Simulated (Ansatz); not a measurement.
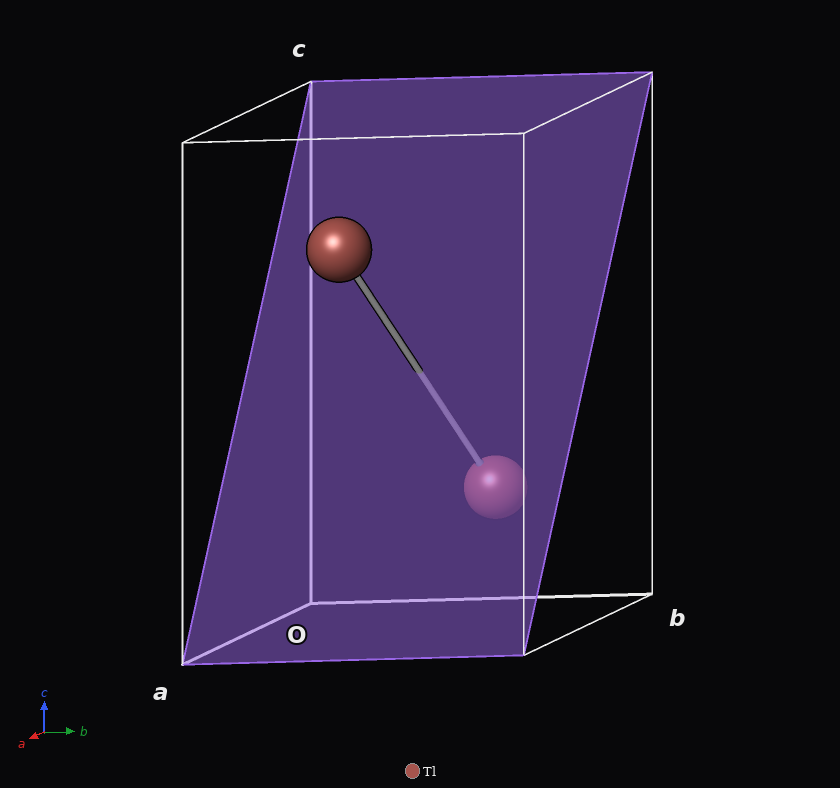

For Tl, the end point of a relaxation with DFT PBE, scalar-relativistic, plane waves, PAW (Ansatz): every member of one family of equally spaced planes, hx + ky + lz = a whole number, that cuts the unit cell is shaded (one member passes through the origin O, touching the cell only at an edge or corner). Symmetry computed with spglib at a tolerance of 0.002 Å; standard conventional cell.

a = 3.611 Å, b = 3.611 Å, c = 5.569 Å, α = 90.00°, β = 90.00°, γ = 120.00°.

What are the Miller indices?

(1 0 1), in four indices (1 0 −1 1); the opposite sign names the same planes. The member next to the origin meets the axes a at 1, b never, c at 1.

What is the spacing?

d = 2.727 Å.

Which atoms of the cell lie in these planes (within 0.03 Å)?

No atom.

The space group is P6_3/mmc (No. 194). How many reflections hkl are equivalent to this one (itself included), and does it occur?

12 reflections are equivalent in the Laue class 6/mmm. The space group allows the reflection.
